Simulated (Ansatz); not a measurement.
**B3LYP/6-31G(d) (Cartesian functions) run of CH6ClNSi (SMILES C[SiH](N)Cl)**

Aim: the vertical ionisation energy of CH6ClNSi at B3LYP/6-31G* (Cartesian functions), from 2 runs. 

The results are computed with Ansatz 0.2.0.

128 further runs of the same task are left out: 128 set aside as unsound or not needed.

## Step 1: The molecule

The species is CH6ClNSi (10 atoms), meant as a singlet with charge 0. SMILES: `C[SiH](N)Cl`. Geometry: relaxed at PBE0-D4/def2-TZVP. This is one conformer, not always the lowest.

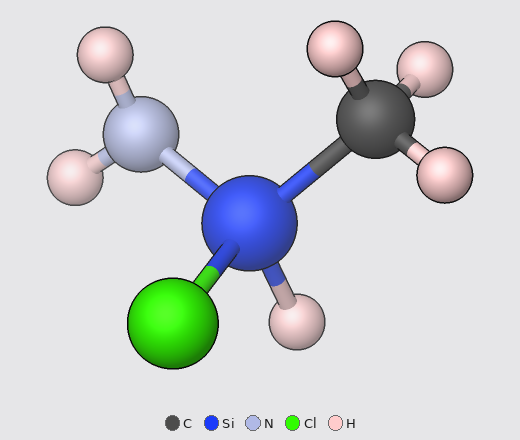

Viewed from a chosen angle; carbon dark grey, silicon blue, nitrogen light blue, chlorine green, hydrogen pink.

## Step 2: A single-point energy at B3LYP/6-31G(d) (Cartesian functions)

job.yaml

```yaml
crystal:
  periodic: [false, false, false]
  atoms:
    - symbol: C
      position_ang: [-0.924300, 0.960300, -0.429600]
    - symbol: Si
      position_ang: [-0.055600, -0.637600, -0.073400]
    - symbol: N
      position_ang: [1.200800, -0.379200, 1.050800]
    - symbol: Cl
      position_ang: [0.594900, -1.392500, -1.900800]
    - symbol: H
      position_ang: [-1.720000, 0.809500, -1.161600]
    - symbol: H
      position_ang: [-1.359500, 1.369700, 0.485000]
    - symbol: H
      position_ang: [-0.226900, 1.694300, -0.841400]
    - symbol: H
      position_ang: [-0.936500, -1.689500, 0.482600]
    - symbol: H
      position_ang: [1.847500, 0.382600, 0.917600]
    - symbol: H
      position_ang: [1.662700, -1.168700, 1.473800]
basis:
  gaussian:
    orbitals: "6-31G*"
hamiltonian:
  xc: {name: B3LYP}
accuracy: high
output: {orbitals: {seedname: orbitals}}
```

Run with:

```sh
ansatz run job.yaml --threads 1 --pin off --max-ram 3480MiB --events-out events.jsonl --progress --plain --runs-dir runs
```

The log of the run:

```text
Warning: RAYON_NUM_THREADS=1 ignored (pool sized by the plan → 1); use --threads N
Functional definition: B3LYP
  name "B3LYP"
  parameter a0 = 0.2
  parameter ax = 0.72
  parameter ac = 0.81
  exchange = (1 - a0 - ax)*slater_x + ax*b88_x + a0*exact_x
  correlation = (1 - ac)*vwn_rpa_c + ac*lyp_c
1818 factors; integrals over basis functions are off by at most 3.5e-9 eV
mean field evaluation 1: about -23018.4868 eV, gradient 6.6e1 eV
mean field evaluation 2: about -23009.3924 eV, gradient 8.8e1 eV
mean field evaluation 4: about -23027.4736 eV, gradient 3.8e0 eV
mean field evaluation 8: about -23027.6501 eV, gradient 2.8e-1 eV
mean field evaluation 16: about -23027.6503 eV, gradient 1.4e-5 eV
mean field -23027.65032806 eV, -846.2505408541 hartree, gradient 4.0e-8 eV, S^2 0.000000; 0 other end points of the search recorded, 0 dependent functions left out
reference -23027.65036695 eV, -846.2505422835 hartree; 25, 25 occupied and 55, 55 virtual orbitals, 1818 factors
Total energy: -23027.65036695 eV, -846.2505422835 hartree
```

It took 7.8 s on 1 thread of Arm Neoverse V2, shared host; peak memory 0.27 GiB.

## Step 3: The doublet cation, same level

input.yaml

```yaml
crystal:
  periodic: [false, false, false]
  atoms:
    - symbol: C
      position_ang: [-0.924300, 0.960300, -0.429600]
    - symbol: Si
      position_ang: [-0.055600, -0.637600, -0.073400]
    - symbol: N
      position_ang: [1.200800, -0.379200, 1.050800]
    - symbol: Cl
      position_ang: [0.594900, -1.392500, -1.900800]
    - symbol: H
      position_ang: [-1.720000, 0.809500, -1.161600]
    - symbol: H
      position_ang: [-1.359500, 1.369700, 0.485000]
    - symbol: H
      position_ang: [-0.226900, 1.694300, -0.841400]
    - symbol: H
      position_ang: [-0.936500, -1.689500, 0.482600]
    - symbol: H
      position_ang: [1.847500, 0.382600, 0.917600]
    - symbol: H
      position_ang: [1.662700, -1.168700, 1.473800]
basis:
  gaussian:
    orbitals: "6-31G*"
total_charge: 1
magnetization:
  spin_polarized: true
  initial_magnetization: 1
hamiltonian:
  xc: {name: B3LYP}
accuracy: high
output:
  orbitals: {seedname: orbitals}
```

Run with:

```sh
ansatz run input.yaml --threads 1 --pin off --max-ram 3480MiB --events-out events.jsonl --progress --plain --runs-dir runs
```

The log of the run:

```text
Warning: RAYON_NUM_THREADS=1 ignored (pool sized by the plan → 1); use --threads N
Functional definition: B3LYP
  name "B3LYP"
  parameter a0 = 0.2
  parameter ax = 0.72
  parameter ac = 0.81
  exchange = (1 - a0 - ax)*slater_x + ax*b88_x + a0*exact_x
  correlation = (1 - ac)*vwn_rpa_c + ac*lyp_c
1816 factors; integrals over basis functions are off by at most 3.6e-9 eV
mean field evaluation 1: about -23000.6489 eV, gradient 6.2e1 eV
mean field evaluation 2: about -22963.6072 eV, gradient 9.6e1 eV
mean field evaluation 4: about -23013.9395 eV, gradient 2.5e1 eV
mean field evaluation 8: about -23017.5614 eV, gradient 1.5e0 eV
mean field evaluation 16: about -23017.7192 eV, gradient 3.1e-2 eV
mean field evaluation 32: about -23017.7227 eV, gradient 1.8e-6 eV
mean field -23017.72271718 eV, -845.8857078835 hartree, gradient 7.9e-8 eV, S^2 0.757989; 5 other end points of the search recorded, 0 dependent functions left out
reference -23017.72275476 eV, -845.8857092646 hartree; 25, 24 occupied and 55, 56 virtual orbitals, 1816 factors
Total energy: -23017.72275476 eV, -845.8857092646 hartree
```

It took 36 s on 1 thread of Arm Neoverse V2, shared host; peak memory 0.4 GiB.

## Step 4: Summary of results

Level: B3LYP/6-31G* (Cartesian functions).

| quantity | value |
| --- | --- |
| singlet CH6ClNSi: total energy | -846.25054 Eh |
| singlet CH6ClNSi: HOMO energy | -7.34 eV |
| singlet CH6ClNSi: LUMO energy | 1.21 eV |
| singlet CH6ClNSi: HOMO–LUMO gap | 8.55 eV |
| doublet cation: total energy | -845.88571 Eh |
| doublet cation: HOMO energy (highest over α and β) | -13.70 eV |
| doublet cation: LUMO energy (lowest over α and β) | -12.44 eV |
| doublet cation: ⟨S²⟩ | 0.758 |
| vertical ionisation energy (to the doublet cation) | 9.928 eV |

**Reading.** The vertical ionisation energy comes to 9.93 eV (958 kJ/mol). The negative HOMO energy of the first species, 7.34 eV, lies 2.59 eV below that difference.
